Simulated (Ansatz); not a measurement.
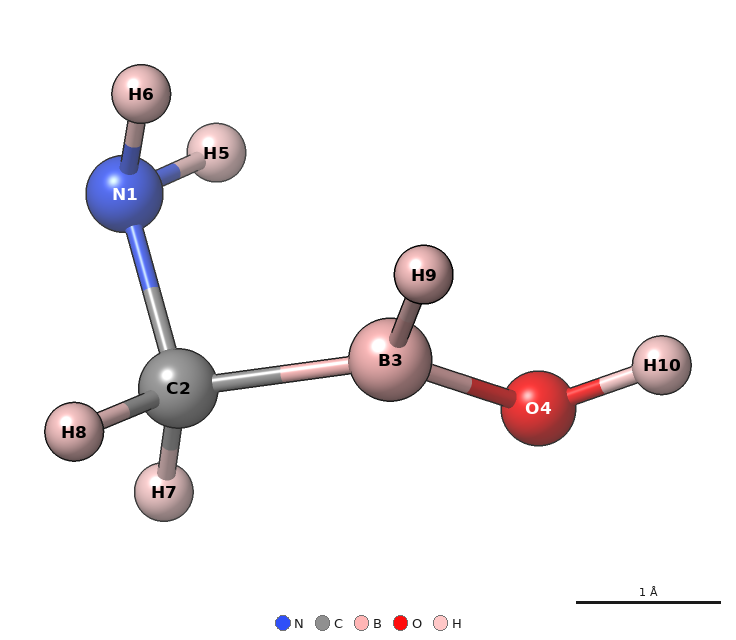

Orthographic view. Atoms fade into the background with distance from the viewer. The computed structure is the end point of a PBE-D4/def2-SVP optimisation. No frequency run is at hand to confirm it as a minimum.

Write a MOL file (V2000) with the atoms in numerical order, bonds sorted by atom number with the orders drawn, and coordinates in the frame of the picture: x right, y up, z towards the viewer, origin at the mean position.

```
CH6BNO
                    3D

 10  9  0  0  0  0  0  0  0  0999 V2000
   -1.1600    0.8500   -0.5100 N   0  0  0  0  0  0  0  0  0  0  0  0
   -0.7900   -0.5000   -0.0200 C   0  0  0  0  0  0  0  0  0  0  0  0
    0.6900   -0.3000    0.4800 B   0  0  0  0  0  0  0  0  0  0  0  0
    1.7200   -0.6400   -0.3500 O   0  0  0  0  0  0  0  0  0  0  0  0
   -0.5200    1.1400   -1.2700 H   0  0  0  0  0  0  0  0  0  0  0  0
   -1.0500    1.5500    0.2400 H   0  0  0  0  0  0  0  0  0  0  0  0
   -0.8900   -1.2300   -0.8600 H   0  0  0  0  0  0  0  0  0  0  0  0
   -1.5100   -0.8100    0.7600 H   0  0  0  0  0  0  0  0  0  0  0  0
    0.9200    0.2900    1.5300 H   0  0  0  0  0  0  0  0  0  0  0  0
    2.5800   -0.3400   -0.0100 H   0  0  0  0  0  0  0  0  0  0  0  0
  1  2  1  0
  1  5  1  0
  1  6  1  0
  2  3  1  0
  2  7  1  0
  2  8  1  0
  3  4  1  0
  3  9  1  0
  4 10  1  0
M  END
```
